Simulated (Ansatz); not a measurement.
PbTe, response to strain

Consider PbTe in the rock salt structure (space group Fm-3m, No. 225; a = 6.569 Å).

Strains are applied to the cell and any free atomic positions relax.

The values are results of DFT with PBE, PAW potentials and a 420 eV plane-wave cutoff in Ansatz (a first-principles code), without spin-orbit coupling, not measurements.

Notes on the quantities. energy relative to the base: free energy F.

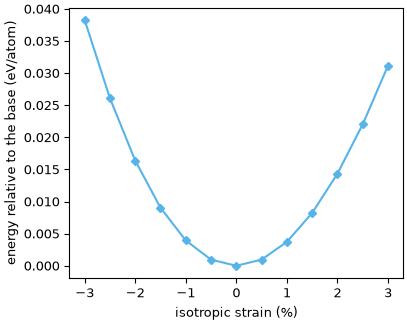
Figure. Energy relative to the base against isotropic strain

Question: From the plot, what is the energy relative to the base for isotropic strain +1.50 %?

Answer: About 0.008 eV/atom.

Question: Is the trend monotonic over the range shown?

Answer: No, it turns within the range, spanning 0 meV/atom to +38 meV/atom.

Whether these cells are dynamically stable was not tested.
